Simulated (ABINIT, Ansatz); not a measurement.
**LiCNO (R3m): G0W0 with ABINIT, start to end**

Wanted: ground state, empty states, screening and self-energy for LiCNO (R3m).

Method: PBEsol and many-body steps on it, plane waves, in ABINIT 10.8.3.

## Step 1: The starting structure

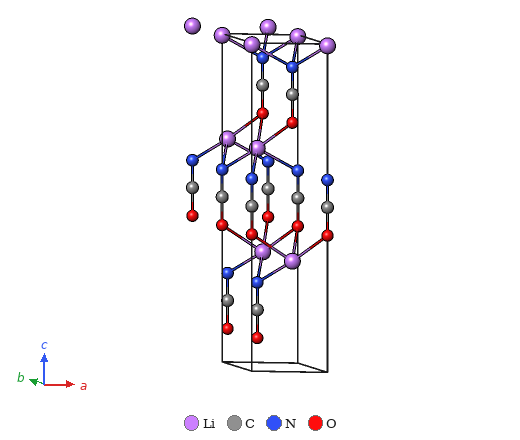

The starting structure, seen slightly off an axis (lithium purple, carbon grey, nitrogen blue, oxygen red). 1×2×1 cells are drawn. This picture shows the conventional cell, with its axes. Bonds to atoms that aren't drawn are left out. Some periodic images of atoms are drawn too.

Structure file:

```cif
data_structure
_symmetry_space_group_name_H-M 'P 1'
_symmetry_Int_Tables_number 1
_cell_length_a 5.1265
_cell_length_b 5.1265
_cell_length_c 5.1265
_cell_angle_alpha 37.409
_cell_angle_beta 37.409
_cell_angle_gamma 37.409
_cell_volume 44.58
loop_
_atom_site_label
_atom_site_type_symbol
_atom_site_fract_x
_atom_site_fract_y
_atom_site_fract_z
_atom_site_occupancy
Li1 Li 0.00526 0.00526 0.00526 1
C2 C 0.49746 0.49746 0.49746 1
N3 N 0.41396 0.41396 0.41396 1
O4 O 0.58333 0.58333 0.58333 1
```

The cell and positions are those that the Materials Project relaxed with its own functionals (PBE, PBE+U or r2SCAN), kept fixed.

## Step 2: Ground state

This step: ABINIT 10.8.3; DFT, PBEsol, plane waves, norm-conserving pseudopotentials.

The ground-state density comes first.

Contents of run.abi:

```
acell 3*1.0 Angstrom
rprim 
  1.643988180588 0.949157018607 4.762053928800
  -1.643988180588 0.949157018607 4.762053928800
  0.000000000000 -1.898314037214 4.762053928800
ntypat 4
znucl 3 6 7 8
natom 4
typat 1 2 3 4
xred 
  0.005259000000 0.005259000000 0.005259000000
  0.497462000000 0.497462000000 0.497462000000
  0.413960000000 0.413960000000 0.413960000000
  0.583333333333 0.583333333333 0.583333333333
pp_dirpath "pseudos"
pseudos "Li.upf, C.upf, N.upf, O.upf"
ecut 37
ngkpt 8 8 8
nshiftk 1
shiftk 0 0 0
kptopt 1
chksymbreak 0
nband 15
occopt 1
tolvrs 1e-10
nstep 60
prtwf 0
optforces 0
optstress 0
indata_prefix "in"
outdata_prefix "out"
tmpdata_prefix "tmp"
```

Command:

```sh
$ OMP_NUM_THREADS=1 mpirun -n 4 abinit run.abi > log
```

Numbers of over 12 decimals in the logs are rounded to 6 here.

Log:

```text
.Version 10.8.3 of ABINIT. v10.8.2 released Aug 2026.

 Symmetries : space group R3 m (#160); Bravais hR (rhombohedral)
================================================================================
 Values of the parameters that define the memory need of the present run
     intxc =       0    ionmov =       0      iscf =       7    lmnmax =       5
     lnmax =       5     mgfft =      54  mpssoang =       3    mqgrid =    3001
     natom =       4  nloc_mem =       1    nspden =       1   nspinor =       1
    nsppol =       1      nsym =       6    n1xccc =    2501    ntypat =       4
    occopt =       1   xclevel =       2
-    mband =          15        mffmem =           1         mkmem =          17
       mpw =        3268          nfft =      157464          nkpt =          65
================================================================================
  Rough estimation (10% accuracy) of disk space for files :
================================================================================

--------------------------------------------------------------------------------
------------- Echo of variables that govern the present computation ------------
--------------------------------------------------------------------------------
 -outvars: echo values of preprocessed input variables --------
            acell      1.8897261259E+00  1.8897261259E+00  1.8897261259E+00 Bohr

      chksymbreak           0
             ecut      3.70000000E+01 Hartree
-          fftalg         312

              ixc     -116133
              kpt      0.00000000E+00  0.00000000E+00  0.00000000E+00
                       1.25000000E-01  0.00000000E+00  0.00000000E+00
                       2.50000000E-01  0.00000000E+00  0.00000000E+00
                       3.75000000E-01  0.00000000E+00  0.00000000E+00
                       5.00000000E-01  0.00000000E+00  0.00000000E+00
                       1.25000000E-01  1.25000000E-01  0.00000000E+00
                       2.50000000E-01  1.25000000E-01  0.00000000E+00
                       3.75000000E-01  1.25000000E-01  0.00000000E+00
                       5.00000000E-01  1.25000000E-01  0.00000000E+00
   [... 39 further rows ...]
                       5.00000000E-01  2.50000000E-01  2.50000000E-01
                      -3.75000000E-01  2.50000000E-01  2.50000000E-01
                       outvar_i_n : Printing only first  50 k-points.
         kptrlatt        8    0    0      0    8    0      0    0    8
          kptrlen      4.97069986E+01
P           mkmem          17
            natom           4
            nband          15
            ngfft          54      54      54
             nkpt          65
            nstep          60
             nsym           6
           ntypat           4
              occ      2.000000  2.000000  2.000000  2.000000  2.000000  2.000000
                       2.000000  2.000000  2.000000  0.000000  0.000000  0.000000
[...]
optforces           0
        optstress           0
            prtwf           0
            rprim      1.6439881806E+00  9.4915701861E-01  4.7620539288E+00
[...]
spgroup         160

           tolvrs      1.00000000E-10

             xred      5.2590000000E-03  5.2590000000E-03  5.2590000000E-03
[...]
znucl        3.00000    6.00000    7.00000    8.00000

================================================================================

 chkinp: Checking input parameters for consistency.

================================================================================
== DATASET  1 ==================================================================
-   mpi_nproc: 4, omp_nthreads: 1 (-1 if OMP is not activated)

--- !DatasetInfo
iteration_state: {dtset: 1, }
dimensions: {natom: 4, nkpt: 65, mband: 15, nsppol: 1, nspinor: 1, nspden: 1, mpw: 3268, }
cutoff_energies: {ecut:  37.0, pawecutdg:  -1.0, }
electrons: {nelect:   1.80000000E+01, charge:   0.00000000E+00, occopt:   1.00000000E+00, tsmear:   1.00000000E-02, }

 Real(R)+Recip(G) space primitive vectors, cartesian coordinates (Bohr,Bohr^-1):
 R(1)=  3.1066874  1.7936468  8.9989777  G(1)=  0.1609431  0.0929206  0.0370412
 R(2)= -3.1066874  1.7936468  8.9989777  G(2)= -0.1609431  0.0929206  0.0370412
 R(3)=  0.0000000 -3.5872936  8.9989777  G(3)=  0.0000000 -0.1858411  0.0370412
 Unit cell volume ucvol=  3.0087002E+02 bohr^3
 Angles (23,13,12)=  3.74088131E+01  3.74088131E+01  3.74088131E+01 degrees

 getcut: wavevector=  0.0000  0.0000  0.0000  ngfft=  54  54  54
         ecut(hartree)=     37.000   => boxcut(ratio)=   2.03673

--- Pseudopotential description ------------------------------------------------
- Li Generated using ONCVPSP code by D. R. Hamann
-  3.00000   3.00000  180301                  znucl, zion, pspdat
12 -116133 1 -1 1944                          pspcod,pspxc,lmax,lloc,mmax
     nproj     2     2     0
  pspatm : epsatm=    2.60875052
         --- l  ekb(1:nproj) -->
[...]
pspatm: atomic psp has been read  and splines computed

- C Generated using ONCVPSP code by D. R. Hamann
-  6.00000   4.00000  180301                  znucl, zion, pspdat
12 -116133 1 -1 1248                          pspcod,pspxc,lmax,lloc,mmax
     nproj     2     2     0
  pspatm : epsatm=    4.34909242
         --- l  ekb(1:nproj) -->
[...]
pspatm: atomic psp has been read  and splines computed

- N Generated using ONCVPSP code by D. R. Hamann
-  7.00000   5.00000  180301                  znucl, zion, pspdat
12 -116133 1 -1 1058                          pspcod,pspxc,lmax,lloc,mmax
     nproj     2     2     0
  pspatm : epsatm=    5.26508482
         --- l  ekb(1:nproj) -->
[...]
pspatm: atomic psp has been read  and splines computed

- O Generated using ONCVPSP code by D. R. Hamann
-  8.00000   6.00000  180301                  znucl, zion, pspdat
12 -116133 2 -1 936                           pspcod,pspxc,lmax,lloc,mmax
     nproj     2     2     1
  pspatm : epsatm=    6.22910120
         --- l  ekb(1:nproj) -->
[...]
2   -1.335834
 pspatm: atomic psp has been read  and splines computed

   3.32136521E+02                                ecore*ucvol(ha*bohr**3)
--------------------------------------------------------------------------------

_setup2: Arith. and geom. avg. npw (full set) are    3233.705    3233.687

================================================================================

--- !BeginCycle
iteration_state: {dtset: 1, }
solver: {iscf: 7, nstep: 60, nline: 4, wfoptalg: 0, }
tolerances: {tolvrs: 1.00E-10, }

     iter   Etot(hartree)      deltaE(h)  residm     vres2
 ETOT  1  -39.842518817687    -3.984E+01 9.290E-02 2.308E+03
 ETOT  2  -39.811698908551     3.082E-02 4.839E-03 2.473E+03
 ETOT  3  -40.032319619257    -2.206E-01 1.201E-02 2.256E+02
 ETOT  4  -40.040657649357    -8.338E-03 2.885E-03 2.833E+01
 ETOT  5  -40.041642983191    -9.853E-04 1.162E-03 1.533E+01
 ETOT  6  -40.042292461578    -6.495E-04 7.463E-04 1.330E-01
 ETOT  7  -40.042296089630    -3.628E-06 7.916E-04 7.467E-03
 ETOT  8  -40.042296392577    -3.029E-07 4.185E-04 1.155E-04
 ETOT  9  -40.042296396568    -3.991E-09 3.547E-04 2.551E-05
 ETOT 10  -40.042296397009    -4.411E-10 1.668E-04 3.747E-06
 ETOT 11  -40.042296397106    -9.674E-11 1.157E-04 3.036E-07
 ETOT 12  -40.042296397116    -1.020E-11 5.335E-05 7.427E-09
 ETOT 13  -40.042296397116     6.182E-13 3.553E-05 3.838E-10
 ETOT 14  -40.042296397115     6.324E-13 1.668E-05 2.641E-11

 At SCF step   14       vres2   =  2.64E-11 < tolvrs=  1.00E-10 =>converged.

--- !ResultsGS
iteration_state: {dtset: 1, }
comment   : Summary of ground state results
lattice_vectors:
- [  3.1066874,   1.7936468,   8.9989777, ]
- [ -3.1066874,   1.7936468,   8.9989777, ]
- [  0.0000000,  -3.5872936,   8.9989777, ]
lattice_lengths: [   9.68764,    9.68764,    9.68764, ]
lattice_angles: [ 37.409,  37.409,  37.409, ] # degrees, (23, 13, 12)
lattice_volume:   3.0087002E+02
convergence: {deltae:  6.324E-13, res2:  2.641E-11, residm:  1.668E-05, diffor:  0.000E+00, }
etotal    :  -4.00422964E+01
entropy   :   0.00000000E+00
fermie    :  -2.63743554E-03
cartesian_stress_tensor: null
pressure_GPa: null
xred      :
- [  5.2590E-03,   5.2590E-03,   5.2590E-03, Li]
- [  4.9746E-01,   4.9746E-01,   4.9746E-01,  C]
- [  4.1396E-01,   4.1396E-01,   4.1396E-01,  N]
- [  5.8333E-01,   5.8333E-01,   5.8333E-01,  O]
cartesian_forces: null
force_length_stats: {min: null, max: null, mean: null, }

 Integrated electronic density in atomic spheres:
 ------------------------------------------------
 Atom  Sphere_radius  Integrated_density
[...]
4        2.00000          6.55823048
================================================================================

 ----iterations are completed or convergence reached----

 Mean square residual over all n,k,spin=   24.734E-09; max=  16.681E-06
 reduced coordinates (array xred) for    4 atoms
       0.005259000000      0.005259000000      0.005259000000
       0.497462000000      0.497462000000      0.497462000000
       0.413960000000      0.413960000000      0.413960000000
       0.583333333333      0.583333333333      0.583333333333
 rms dE/dt=  0.0000E+00; max dE/dt=  0.0000E+00; dE/dt below (all hartree)
    1       0.000000000000      0.000000000000      0.000000000000
    2       0.000000000000      0.000000000000      0.000000000000
    3       0.000000000000      0.000000000000      0.000000000000
    4       0.000000000000      0.000000000000      0.000000000000

 cartesian coordinates (angstrom) at end:
    1      0.000000    -0.000000     0.075131
    2     -0.000000     0.000000     7.106823
    3     -0.000000    -0.000000     5.913900
    4     -0.000000    -0.000000     8.333594
 length scales=  1.889726125908  1.889726125908  1.889726125908 bohr
              =  1.000000000000  1.000000000000  1.000000000000 angstroms
 prteigrs : about to open file out_EIG
 Fermi (or HOMO) energy (hartree) =  -0.00264   Average Vxc (hartree)=  -0.33753
 Eigenvalues (hartree) for nkpt=  65  k points:
 kpt#   1, nband= 15, wtk=  0.00195, kpt=  0.0000  0.0000  0.0000 (reduced coord)
  -1.56708   -0.77135   -0.59935   -0.27050   -0.14492   -0.14492   -0.12350   -0.00837
  -0.00837    0.16877    0.28662    0.28662    0.33939    0.47962    0.51960
 prteigrs : prtvol=0 or 1, do not print more k-points.

--- !EnergyTerms
iteration_state     : {dtset: 1, }
comment             : Components of total free energy in Hartree
kinetic             :  2.73032757152292E+01
hartree             :  1.17516753185053E+01
xc                  : -1.08469592370685E+01
Ewald energy        : -2.34817030277182E+01
psp_core            :  1.10392029182113E+00
local_psp           : -3.75140987029363E+01
non_local_psp       : -8.35840675494756E+00
total_energy        : -4.00422963971149E+01
total_energy_eV     : -1.08960639343795E+03
band_energy         : -7.46247759852575E+00

== END DATASET(S) ==============================================================
================================================================================

 -outvars: echo values of variables after computation  --------
           etotal     -4.0042296397E+01
            nband          15
             nkpt          65
          spgroup         160
 [... the other variables as echoed above ...]

 Calculation completed.
```

It took 61 s on 4 MPI ranks of Intel Xeon 6975P-C (Granite Rapids), shared host; peak memory 0.48 GiB.

Numbers from this step:

| Property | Result |
| --- | --- |
| total energy | -1089.6064 eV |
| gap | 4.664 eV |
| k of the valence top | 0.5, 0.5, 0.5 |
| k of the conduction bottom | 0, 0, 0 |
| least direct gap | 4.820 eV |

The gap is indirect, with the least direct gap 0.16 eV higher.

(Continued in part 2 of 3.)

[Paths, hosts, dates, memory and timing lines, banners, echoed tables and standing remarks are left out of the program output.]

[Logs are printed without paths, hosts, clocks, repeated set-up lines and the standing remarks that a program may print on its own settings, such as how far it seeks lower states.]

[Runs of the session that timed out or met a known fault of the program may be left out.]

[Hosts, paths, dates, database ids (printed as entryN), source tags and the programs' standing remarks are cut or masked in the printed files.]

[G0W0 gaps are taken among the corrected bands and points alone; a level outside them can change the order at an edge.]

[Where Ansatz stands beside ABINIT at settings called matched, ABINIT's density can come from a denser mesh and the files from another edition; pairs whose starting gaps differed by over 0.03 eV were left out, so agreement reads better than it is.]
